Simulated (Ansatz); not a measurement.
```yaml
atoms:
  - { symbol: Br, position_ang: [0.9551, -2.5678, 0.3804] }
  - { symbol: Cl, position_ang: [-0.6270, 2.6796, 1.1846] }
  - { symbol: F, position_ang: [-1.3968, -0.5752, -0.1744] }
  - { symbol: Si, position_ang: [0.0356, -0.6490, 0.5104] }
  - { symbol: Si, position_ang: [0.8722, 1.3617, 1.5351] }
  - { symbol: H, position_ang: [2.1243, 1.6185, 0.7840] }
  - { symbol: H, position_ang: [1.0414, 0.9637, 2.9531] }
```

Geometry: r2SCAN-D4/def2-SVP.

Computed with isolated molecule in a Gaussian basis; Kohn-Sham density functional theory, functional PBE0 (Ansatz).

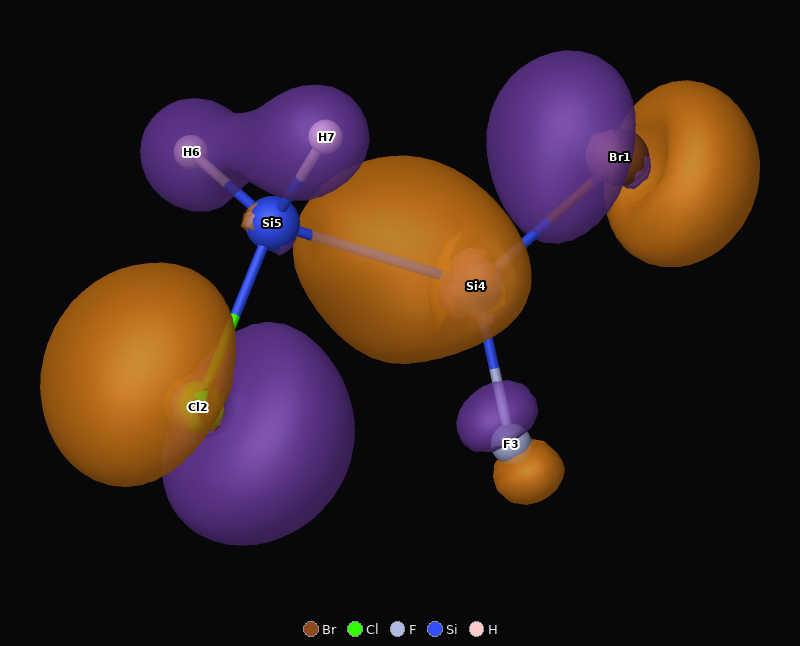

BrClFH$_{2}$Si$_{2}$ (SMILES F[Si+](Br)[SiH2]Cl) (charge +1). The HOMO at ±0.1 Å⁻³ᐟ² (orange and purple are the two phases), seen at a tilt.

What is the character of this orbital?

Its weight (Hirshfeld) is mainly on Cl2 (about 50 %), Br1 (about 15 %), Si4 (about 15 %) and Si5 (about 10 %). Its energy is −13.83 eV.
